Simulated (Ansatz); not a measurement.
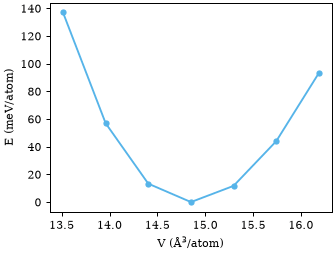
*Pt (hcp (Mg type), space group No. 194) under volume change, DFT-LDA in the program Ansatz with PAW potentials, shape and atoms relaxed at each volume.*

What does a third-order Birch–Murnaghan fit give for V₀, B₀ and B′?

V₀ = 14.85 Å³/atom, B₀ = 298 GPa, B′ = 5.4.

Space group P6_3/mmc (hcp (Mg type)). The workflow started from a Materials Project entry (that database holds measured and hypothetical structures alike); the Crystallography Open Database copy checked does not list it. It is not the phase usual at ambient conditions (space group No. 225). The LDA relaxation kept the symmetry of its start; of distortions, only those at the zone centre were tested. The run is not spin-polarised. Scalar-relativistic: spin–orbit coupling is off unless named, which matters more the heavier the elements.

Potentials: the later of the program's two PAW sets.
